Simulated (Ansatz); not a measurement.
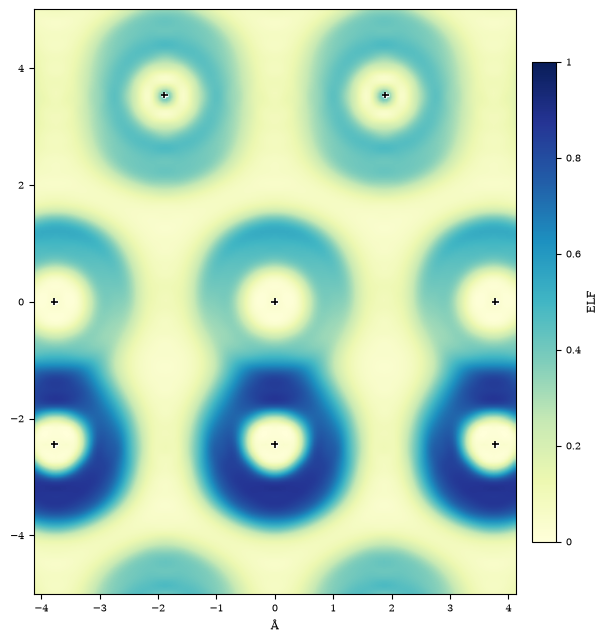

The electron localisation function on a plane through atoms (crosses mark nuclei in the plane).

Computed with DFT PBE, scalar-relativistic, plane waves, PAW in Ansatz.

Candidates:
A. Ge2BiP3, a = 3.78 Å, b = 3.78 Å, c = 9.32 Å, α = 90.00°, β = 90.00°, γ = 90.00°. Space group P-4m2; a structure generated by program, which may or may not match a known phase.
B. TiNiC4N4, a = 5.92 Å, b = 5.92 Å, c = 5.92 Å, α = 90.00°, β = 90.00°, γ = 90.00°. Space group P-43m; a structure generated by program, which may or may not match a known phase; spin-polarised.
C. ZnGaC4N4, a = 7.35 Å, b = 8.18 Å, c = 7.42 Å, α = 90.00°, β = 90.00°, γ = 90.00°. Space group Cmmm; a structure generated by program, which may or may not match a known phase; computed without spin polarisation.

### Which candidate gave the map?

Candidate A: Ge2BiP3 on the (100) plane of the conventional cell, which holds Ge, Bi and P. Ge–P (2.44 Å): the ELF peaks at about 0.85 in the valence shell of P, 0.8 Å from its nucleus, and is about 0.75 at the midpoint.
